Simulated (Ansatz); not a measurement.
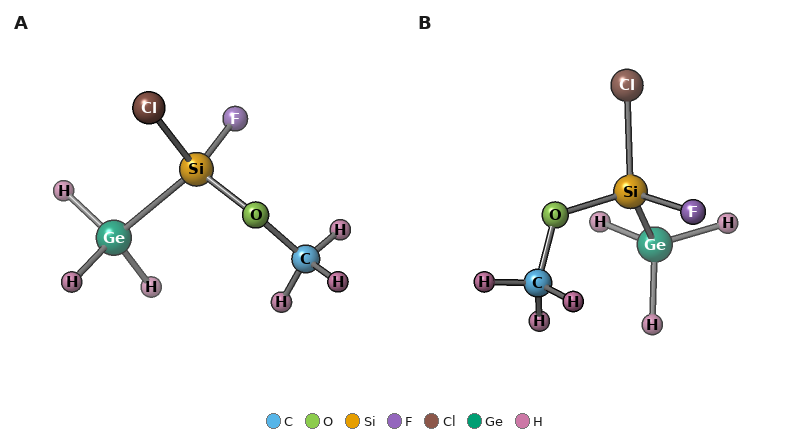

Distant atoms are faded towards the background colour. The geometry was computed by an optimisation with PBE-D4/def2-SVP. No frequency run is at hand to confirm it as a minimum.

Can A be turned into B by a rotation alone?

Yes. They are the same structure, CH6ClFGeOSi (CO[Si@](F)(Cl)[GeH3]), seen from two directions: a rotation takes one into the other. The geometry is chiral (C1), so its mirror image would differ.
